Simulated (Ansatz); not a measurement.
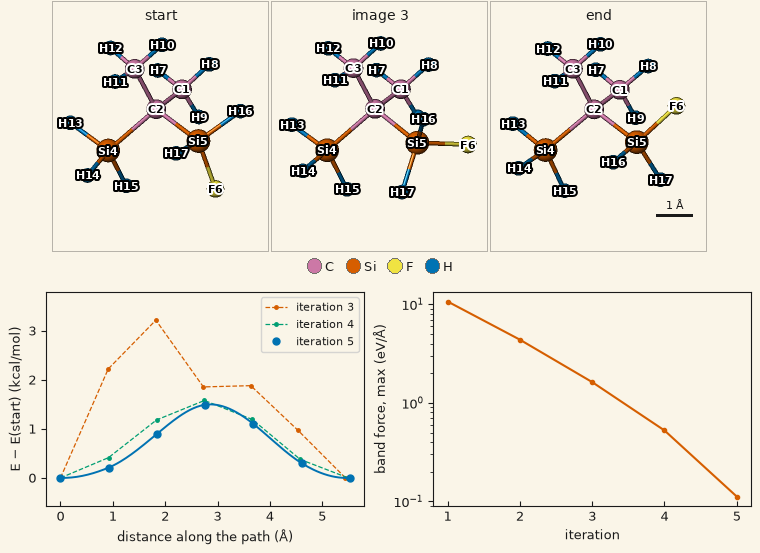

NEB run on C₃H₁₁FSi₂. Images are numbered from 0 (start) to 6 (end). The plot follows the band through its iterations. A ball-and-stick model, seen at a tilt.

Level of theory: RKS r2SCAN/6-31G* in Ansatz 0.2.0. Run with 5 movable images; climbing image; force threshold 0.5 eV/Å; iteration limit 42; starting path through a guess of the saddle point.

Question: Judge this run.

Answer: The run is converged, with reservations. The band converged in 5 iterations. The largest component of the band force went from 11 to 0.11 eV/Å. The climbing image converged on the top of the path. Its curvatures weren't checked. The force threshold is loose. The first iteration put the highest image at 61.17 kcal/mol. The barrier is about 1.49 kcal/mol in both directions, with image 3 at the top; the ends have the same energy.
